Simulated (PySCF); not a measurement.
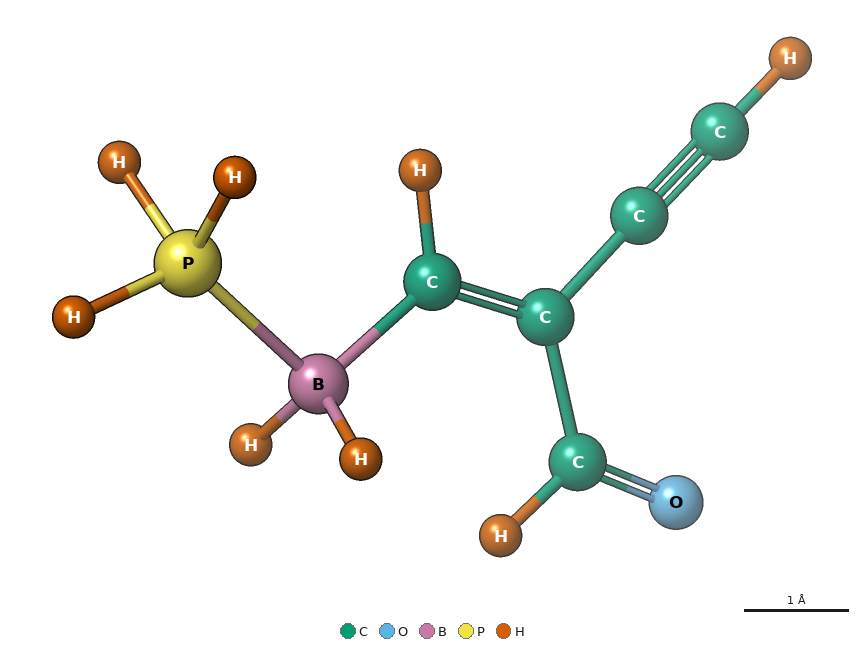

Atoms fade into the background with distance from the viewer. The geometry was computed by an optimisation with GFN2-xTB. No frequency run is at hand to confirm it as a minimum. Masses are those of the most abundant isotopes; constants are for the rigid equilibrium geometry.

> What kind of rotor is it, and what are its rotational constants in GHz?

An asymmetric top (Cs): A = 3.18, B = 0.731, C = 0.600 GHz. Ray's parameter κ is −0.90, close to the prolate limit.
